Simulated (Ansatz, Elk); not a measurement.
# How far do independent atoms describe LuBeSi2?

The structure of LuBeSi2 used here is made up (a known structure type with other elements) and was relaxed beforehand with PBEsol. The aim is the Fourier transform of its all-electron density, F(hkl), set beside the sum over free spherical atoms that refinements use.

Main program and level: Elk 11.2.3 (patched build); DFT, PBE, all-electron APW+lo, Dirac cores, scalar-relativistic bands, static density, no spin.

The structure was built from a prototype and need not be the compound's stable phase.

## 1. The starting structure

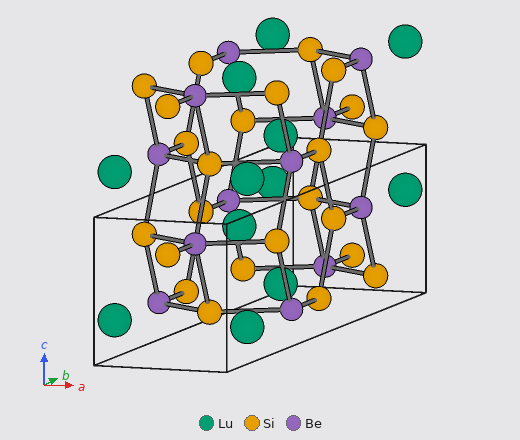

The starting structure, seen slightly off an axis (lutetium teal, silicon orange, beryllium purple). 1×1×2 cells are drawn. This picture shows the conventional cell, with its axes. Some periodic images of atoms are drawn too.

## 2. Ground state and structure factors

An all-electron density is needed, since X-rays see the cores too. Task 0 finds the density and task 195 Fourier-transforms it; tshift is off so that phases refer to the origin typed.

The input, elk.in:

```
tasks
  0
  195

xctype
  20

spinpol
  .false.

rgkmax
  7.0

gmaxvr
  14.0

lmaxo
  7

lmaxapw
  8

swidth
  0.002

tshift
  .false.

ramdisk
  .false.

hmaxvr
  5.5

maxscl
  120

epspot
  1e-06

sppath
  './'

avec
  3.56888739995 -14.93909700248 0.00000000000
  3.56888739995 14.93909700248 0.00000000000
  0.00000000000 0.00000000000 7.58999923703

atoms
  3
  'Lu.in'
  2
  0.1037123994 0.8962876006 0.7500000000   0.000000 0.000000 0.000000
  0.8962876006 0.1037123994 0.2500000000   0.000000 0.000000 0.000000
  'Si.in'
  4
  0.2522735979 0.7477264021 0.2500000000   0.000000 0.000000 0.000000
  0.7477264021 0.2522735979 0.7500000000   0.000000 0.000000 0.000000
  0.4628256083 0.5371743917 0.7500000000   0.000000 0.000000 0.000000
  0.5371743917 0.4628256083 0.2500000000   0.000000 0.000000 0.000000
  'Be.in'
  2
  0.6741255513 0.3258744487 0.2500000000   0.000000 0.000000 0.000000
  0.3258744487 0.6741255513 0.7500000000   0.000000 0.000000 0.000000

ngridk
  6 6 6
```

Command:

```
OMP_NUM_THREADS=4 elk
```

Numbers of over 12 decimals in the logs are rounded to 6 here.

The program printed:

```text
┌─────────────────────────┐
│ Elk code version 11.2.3 │
└─────────────────────────┘

All units are atomic (Hartree, Bohr, etc.)

┌─────────────────────────────────────────────────┐
│ Ground-state run starting from atomic densities │
└─────────────────────────────────────────────────┘

Lattice vectors :
   3.568887400      -14.93909700       0.000000000
   3.568887400       14.93909700       0.000000000
   0.000000000       0.000000000       7.589999237

Reciprocal lattice vectors :
  0.8802722814     -0.2102933432       0.000000000
  0.8802722814      0.2102933432      -0.000000000
  -0.000000000       0.000000000      0.8278242344

Unit cell volume      :    809.3361164
Brillouin zone volume :   0.3064860302

Muffin-tin inner radius fraction :   0.1000000000E-01

Nuclei treated as point charges

Species : 1 (Lu)
 parameters loaded from : Lu.in
 name : lutetium
 nuclear charge    :   -71.00000000
 electronic charge :    71.00000000
 atomic mass :    318945.3298
 muffin-tin radius :    2.800000000
 number of radial points in muffin-tin :   1393
 inner part over the whole radius :   0.9962478555E-02
 number on inner part of muffin-tin    :    999
 approximate nuclear radius :   0.9954169502E-04
 number of mesh points to nuclear radius :    517
 atomic positions (lattice), magnetic fields (Cartesian) :
  1 :   0.10371240 -0.10371240 -0.25000000    0.00000000  0.00000000  0.00000000
  2 :  -0.10371240  0.10371240  0.25000000    0.00000000  0.00000000  0.00000000

Species : 2 (Si)
 parameters loaded from : Si.in
 name : silicon
 nuclear charge    :   -14.00000000
 electronic charge :    14.00000000
 atomic mass :    51196.73458
 muffin-tin radius :    2.173674193
 number of radial points in muffin-tin :    793
 inner part over the whole radius :   0.9935812205E-02
 number on inner part of muffin-tin    :    553
 approximate nuclear radius :   0.5963282101E-04
 number of mesh points to nuclear radius :    246
 atomic positions (lattice), magnetic fields (Cartesian) :
  1 :   0.25227360 -0.25227360  0.25000000    0.00000000  0.00000000  0.00000000
  2 :  -0.25227360  0.25227360 -0.25000000    0.00000000  0.00000000  0.00000000
  3 :   0.46282561 -0.46282561 -0.25000000    0.00000000  0.00000000  0.00000000
  4 :  -0.46282561  0.46282561  0.25000000    0.00000000  0.00000000  0.00000000

Species : 3 (Be)
 parameters loaded from : Be.in
 name : beryllium
 nuclear charge    :   -4.000000000
 electronic charge :    4.000000000
 atomic mass :    16428.20280
 muffin-tin radius :    1.800000000
 number of radial points in muffin-tin :    593
 inner part over the whole radius :   0.9826427374E-02
 number on inner part of muffin-tin    :    403
 approximate nuclear radius :   0.4290726161E-04
 number of mesh points to nuclear radius :    156
 atomic positions (lattice), magnetic fields (Cartesian) :
  1 :  -0.32587445  0.32587445  0.25000000    0.00000000  0.00000000  0.00000000
  2 :   0.32587445 -0.32587445 -0.25000000    0.00000000  0.00000000  0.00000000

Total number of atoms per unit cell :    8
Total muffin-tin volume :    404.8433086
 ratio of muffin-tin to unit cell volume :   0.5002165360

Spin treatment :
 spin-unpolarised

Number of Bravais lattice symmetries :    8
Number of crystal symmetries         :    8
Crystal has inversion symmetry
Real symmetric eigensolver will be used

k-point grid :      6     6     6
k-point offset :    0.000000000       0.000000000       0.000000000
k-point set is reduced with full crystal symmetry group
Total number of k-points :       52

Muffin-tin radius times maximum |G+k| :    7.000000000
 using average radius
Maximum |G+k| for APW functions       :    3.129418772
Maximum (1/2)|G+k|²                   :    4.896630926
Maximum |G| for potential and density :    14.00000000
Constant for pseudocharge density :   10
 order of it for each species :   17  17  17
 order of it for pair densities of each species (exact exchange by exxq0 0: 18) :   15   9   5
Radial integration step length :    1

[...]
electron entropic           :    -0.96940395053988E-03
 total energy                :     -30360.337677392

Density of states at Fermi energy :    71.82260320
 (states/Hartree/unit cell)

Estimated indirect band gap :   0.2478337166E-02
 from k-point 27 to k-point 15
Estimated direct band gap   :   0.1106665172E-01
 at k-point 7

Charges :
 core                        :    136.0000000
 valence                     :    70.00000000
 interstitial                :    12.48517640
 muffin-tins (core leakage)
  species : 1 (Lu)
[...]
species : 2 (Si)
[...]
species : 3 (Be)
[...]
total in muffin-tins        :    193.5148236
 total calculated charge     :    205.9908894
 total charge                :    206.0000000
 error                       :   0.9110569429E-02

RMS change in Kohn-Sham potential (target) :    3.303796762     (  0.1000000000E-05)
Absolute change in total energy (target)   :    7.013422053     (  0.1000000000E-03)

[... loops 3 to 16 left out ...]

┌──────────────────┐
│ Loop number : 17 │
└──────────────────┘

Energies :
 Fermi                       :     0.343735
 sum of occupied eigenvalues :     -18461.600274788
 electron kinetic            :      33702.419594988
 core electron kinetic       :      32695.044215333
 Coulomb                     :     -63360.296872078
 Coulomb potential           :     -51257.494797629
 nuclear-nuclear             :     -2503.6481763198
 electron-nuclear            :     -70497.649632879
 Hartree                     :      9641.0009371207
 Madelung                    :     -37731.549473264
 xc potential                :     -906.52507214659
 exchange                    :     -683.15660876921
 correlation                 :     -11.045773988757
 electron entropic           :    -0.87815594521090E-03
 total energy                :     -30352.080538004

Density of states at Fermi energy :    64.25852799
 (states/Hartree/unit cell)

Estimated indirect band gap :   0.1613943683E-02
 from k-point 39 to k-point 15
Estimated direct band gap   :   0.2805319962E-02
 at k-point 39

Charges :
 core                        :    136.0000000
 valence                     :    70.00000000
 interstitial                :    12.31426223
 muffin-tins (core leakage)
  species : 1 (Lu)
[...]
species : 2 (Si)
[...]
species : 3 (Be)
[...]
total in muffin-tins        :    193.6857378
 total calculated charge     :    205.9910759
 total charge                :    206.0000000
 error                       :   0.8924065650E-02

RMS change in Kohn-Sham potential (target) :   0.3106408058E-06 (  0.1000000000E-05)
Absolute change in total energy (target)   :   0.6960544852E-06 (  0.1000000000E-03)

Convergence targets achieved

┌──────────────────┐
│ Loop number : 18 │
└──────────────────┘

Energies :
 Fermi                       :     0.343735
 sum of occupied eigenvalues :     -18461.600282544
 electron kinetic            :      33702.419599588
 core electron kinetic       :      32695.044213339
 Coulomb                     :     -63360.296884554
 Coulomb potential           :     -51257.494807454
 nuclear-nuclear             :     -2503.6481763198
 electron-nuclear            :     -70497.649647782
 Hartree                     :      9641.0009395486
 Madelung                    :     -37731.549480827
 xc potential                :     -906.52507467791
 exchange                    :     -683.15660937267
 correlation                 :     -11.045773987284
 electron entropic           :    -0.87815706183033E-03
 total energy                :     -30352.080546483

Density of states at Fermi energy :    64.25863591
 (states/Hartree/unit cell)

Estimated indirect band gap :   0.1613967527E-02
 from k-point 39 to k-point 15
Estimated direct band gap   :   0.2805322751E-02
 at k-point 39

Charges :
 core                        :    136.0000000
 valence                     :    70.00000000
 interstitial                :    12.31426217
 muffin-tins (core leakage)
  species : 1 (Lu)
[...]
species : 2 (Si)
[...]
atom 4                    :    12.30533661     (  0.1572042802E-02)
  species : 3 (Be)
   atom 1                    :    2.913710031     (  0.1180356100E-02)
   atom 2                    :    2.913710031     (  0.1180356100E-02)
 total in muffin-tins        :    193.6857378
 total calculated charge     :    205.9910759
 total charge                :    206.0000000
 error                       :   0.8924065240E-02

┌──────────────────────────────┐
│ Self-consistent loop stopped │
└──────────────────────────────┘

Warning : core states of species 2 leak from the muffin-tin :   0.1572042802E-02

Warning : core states of species 3 leak from the muffin-tin :   0.1180356100E-02

Wrote STATE.OUT
```

Elapsed: 52 s, on 4 threads of INTEL XEON PLATINUM 8581C at 2.30GHz (Emerald Rapids), shared host; peak memory 0.32 GiB.

SFACRHO.OUT:

```text

h k l indices transformed by vhmat matrix:
   1.000000000       0.000000000       0.000000000    
   0.000000000       1.000000000       0.000000000    
   0.000000000       0.000000000       1.000000000    

      h      k      l  multipl.   |H|            Re(F)            Im(F)           |F|

      0      0      0      1   0.0000000       206.00000     -0.35399634E-16   206.00000    
      1     -1      0      2  0.42058669       29.541160      0.49139103E-14   29.541160    
      0      0      1      2  0.82782423     -0.27202682E-13  -0.0000000      0.27202682E-13
     -2      2      0      2  0.84117337      -77.133268      0.73708654E-14   77.133268    
      1      0      0      4  0.90504286       77.481007      0.35099359E-15   77.481007    
     -1      1      1      2  0.92853978      -109.71806      0.42119231E-14   109.71806    
      1     -1      1      2  0.92853978       109.71806      0.42119231E-14   109.71806    
      1     -2      0      4   1.0830000      -57.021832     -0.32466907E-14   57.021832    
     -2      2      1      2   1.1801973      -49.625666     -0.17549680E-14   49.625666    
     -2      2     -1      2   1.1801973       49.625666      0.16672196E-14   49.625666    
      0      1     -1      4   1.2265380       62.677036      0.52649039E-15   62.677036    
      0     -1     -1      4   1.2265380      -62.677036      0.70198718E-15   62.677036    
      3     -3      0      2   1.2617601      -99.151494     -0.61423878E-14   99.151494    
      1     -2      1      4   1.3631514       141.45627      -0.0000000       141.45627    
      1     -2     -1      4   1.3631514      -141.45627      0.24569551E-14   141.45627    
     -2      3      0      4   1.3712992      -130.01418     -0.47384135E-14   130.01418    
     -3      3      1      2   1.5090830       98.380359      0.21059615E-14   98.380359    
     -3      3     -1      2   1.5090830      -98.380359     -0.14039744E-14   98.380359
```

Elk indexes on the primitive cell of elk.in and gives |H| = 4π sin θ/λ in inverse bohr. Below, one row stands for each form hkl of the conventional cell (m members, Friedel mates merged), F is for one primitive cell and the density is static (no thermal factor). Free-atom factors are Waasmaier and Kirfel's, and R is Σm||F|−|F'||/Σm|F|.

```csv
hkl,m,sin θ/λ (Å⁻¹),"abs F, DFT",neutral atoms,diff.
020,2,0.063,29.541,29.590,-0.049
001,2,0.124,0.000,0.000,+0.000
040,2,0.127,77.133,77.410,-0.277
110,4,0.136,77.481,78.014,-0.533
021,4,0.140,109.718,110.222,-0.504
130,4,0.163,57.022,57.367,-0.345
041,4,0.177,49.626,49.562,+0.064
111,8,0.184,62.677,62.672,+0.005
060,2,0.190,99.151,99.691,-0.539
131,8,0.205,141.456,141.758,-0.302
150,4,0.206,130.014,130.202,-0.188
061,4,0.227,98.380,98.642,-0.262
151,8,0.241,17.452,17.440,+0.012
002,2,0.249,152.346,152.727,-0.381
```

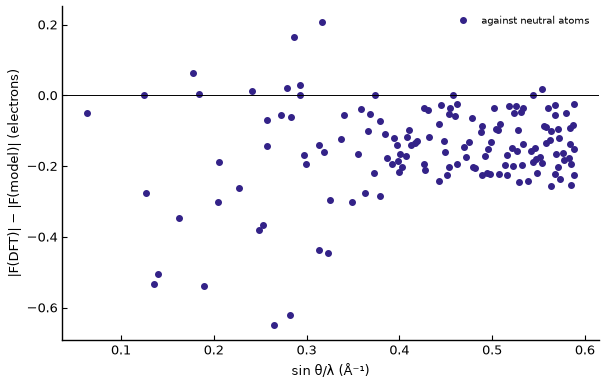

Difference between the calculated structure factors and the independent-atom ones.

## 3. The highest occupied states alone

An energy window below the Fermi level keeps the highest occupied states, to see at which angles they scatter; shallow core shells can lie inside it and anion s states outside. No new self-consistency is needed.

elk.in: that of step 2 with these lines changed.

```diff
@@ -1,3 +1,2 @@
 tasks
-  0
   195
@@ -40,2 +39,5 @@
 
+wsfac
+  -0.207500 0.643730
+
 sppath
```

Command:

```
OMP_NUM_THREADS=4 elk
```

The program printed:

```text
┌─────────────────────────────────┐
│ Elk code version 11.2.3 started │
└─────────────────────────────────┘

Info(readinput): the functional depends on the density's gradient
 muffin-tin radial points multiplied by    2.00000
 (not where nrmtscf is given)

┌────────────────────┐
│ Current task : 195 │
└────────────────────┘
Info(checkmt): changed muffin-tin radius of species 2 (Si) from   2.2000 to   2.1737

Info(sfacrho): density structure factors written to SFACRHO.OUT

 Energy window :  -0.2075000000      0.6437300000

┌──────────────────┐
│ Elk code stopped │
└──────────────────┘
```

Wall time 9.9 s (4 threads); peak memory 0.24 GiB; 14 s of CPU time.

States within 15 eV below the Fermi level hold 54.00 electrons; any levels below the window count with the cores. Their amplitudes can exceed the total, where window and core parts have opposite phase:

```
hkl  sin θ/λ (Å⁻¹)  abs F, window  abs F, all
020          0.063          5.771      29.541
001          0.124          0.000       0.000
040          0.127         18.062      77.133
110          0.136         16.956      77.481
021          0.140         22.633     109.718
130          0.163          9.674      57.022
041          0.177         11.776      49.626
111          0.184         14.059      62.677
060          0.190         17.187      99.151
131          0.205         22.637     141.456
```

## 4. Another functional

The difference from free atoms is small, so it is set against the change that LDA (Perdew-Wang) makes.

elk.in: that of step 3 with these lines changed.

```diff
@@ -1,2 +1,3 @@
 tasks
+  0
   195
@@ -4,3 +5,3 @@
 xctype
-  20
+  3
 
@@ -39,5 +40,2 @@
 
-wsfac
-  -0.207500 0.643730
-
 sppath
```

Command:

```
OMP_NUM_THREADS=4 elk
```

The program printed:

```text
┌─────────────────────────┐
│ Elk code version 11.2.3 │
└─────────────────────────┘

All units are atomic (Hartree, Bohr, etc.)

┌─────────────────────────────────────────────────┐
│ Ground-state run starting from atomic densities │
└─────────────────────────────────────────────────┘

Lattice vectors :
   3.568887400      -14.93909700       0.000000000
   3.568887400       14.93909700       0.000000000
   0.000000000       0.000000000       7.589999237

Reciprocal lattice vectors :
  0.8802722814     -0.2102933432       0.000000000
[...]
species : 3 (Be)
   atom 1                    :    2.916750716     (  0.1284799954E-02)
   atom 2                    :    2.916750716     (  0.1284799954E-02)
 total in muffin-tins        :    193.8140661
 total calculated charge     :    205.9907497
 total charge                :    206.0000000
 error                       :   0.9250260259E-02

┌──────────────────────────────┐
│ Self-consistent loop stopped │
└──────────────────────────────┘

Warning : core states of species 2 leak from the muffin-tin :   0.1602721746E-02

Warning : core states of species 3 leak from the muffin-tin :   0.1284799954E-02

Wrote STATE.OUT
[key lines of the parts left out:]
total energy                :     -30330.133406613
```

It took 35 s on 4 threads; peak memory 0.24 GiB.

Against the first run R = 0.04 %; the largest change is -0.079 at 400.

## 5. Basis size

A smaller basis shows how fast F responds to it; the change is likely larger than the basis error of the first run, but doesn't show convergence.

elk.in: that of step 4 with these lines changed.

```diff
@@ -5,3 +5,3 @@
 xctype
-  3
+  20
 
@@ -11,3 +11,3 @@
 rgkmax
-  7.0
+  5.5
```

Command:

```
OMP_NUM_THREADS=4 elk
```

The program printed:

```text
┌─────────────────────────┐
│ Elk code version 11.2.3 │
└─────────────────────────┘

All units are atomic (Hartree, Bohr, etc.)

┌─────────────────────────────────────────────────┐
│ Ground-state run starting from atomic densities │
└─────────────────────────────────────────────────┘

Lattice vectors :
   3.568887400      -14.93909700       0.000000000
   3.568887400       14.93909700       0.000000000
   0.000000000       0.000000000       7.589999237

Reciprocal lattice vectors :
  0.8802722814     -0.2102933432       0.000000000
[...]
species : 3 (Be)
   atom 1                    :    2.900941728     (  0.1176741617E-02)
   atom 2                    :    2.900941728     (  0.1176741617E-02)
 total in muffin-tins        :    193.6000657
 total calculated charge     :    205.9909779
 total charge                :    206.0000000
 error                       :   0.9022100416E-02

┌──────────────────────────────┐
│ Self-consistent loop stopped │
└──────────────────────────────┘

Warning : core states of species 2 leak from the muffin-tin :   0.1569794860E-02

Warning : core states of species 3 leak from the muffin-tin :   0.1176741617E-02

Wrote STATE.OUT
[key lines of the parts left out:]
total energy                :     -30352.046399174
```

Run time: 43 s. Hardware: 4 threads; peak memory 0.3 GiB; 2.2 min of CPU time.

Against the first run R = 0.01 %; the largest change is +0.039 at 171.

## 6. Settings against the effect

```
              run  R against the first run (%)  R against neutral atoms, low angle (%)  wall time
    PBE, rgkmax 7                         0.00                                    0.27       52 s
LDA (Perdew-Wang)                         0.04                                    0.27       35 s
       rgkmax 5.5                         0.01                                    0.27       43 s
```

## 7. Results

| Item | Value |
| --- | --- |
| R against neutral atoms, sin θ/λ < 0.3 Å⁻¹ | 0.27 % |
| R against neutral atoms, 0.3 to 0.59 Å⁻¹ | 0.26 % |

What this shows: Independent neutral atoms miss the calculated amplitudes by R = 0.27 % below 0.3 Å⁻¹ and 0.26 % from there to 0.59 Å⁻¹; by shells, 0.50 % below 0.15 Å⁻¹ (4 forms), 0.24 % 0.15 to 0.3 (21 forms), 0.25 % 0.3 to 0.45 (42 forms), 0.27 % above 0.45 (77 forms). Bonding, aspherical density and the tables' own atoms all enter these figures, and the runs don't part them. The largest change of an amplitude is -0.65 electrons, at 200. The window's part falls from 54.0 electrons at the origin to at most 12.11 between 0.45 and 0.59 Å⁻¹, where compact states inside the window still scatter. Below 0.3 Å⁻¹ the changes that finished (LDA (Perdew-Wang) and rgkmax 5.5) move F by R = 0.02 % at most, against the 0.27 % that separates it from free atoms. The k-mesh has no finished test. Spin-orbit coupling is left out, which can matter for elements this heavy. Part of the difference isn't bonding: the tables are fits to free atoms and ions calculated by other methods than this functional. Thermal motion, anomalous dispersion and extinction are left out.

[Logs are printed without paths, hosts, clocks, repeated set-up lines and the standing remarks that a program may print on its own settings, such as how far it seeks lower states.]

[Hosts, paths, dates, database ids (printed as entryN), source tags and the programs' standing remarks are cut or masked in the printed files.]
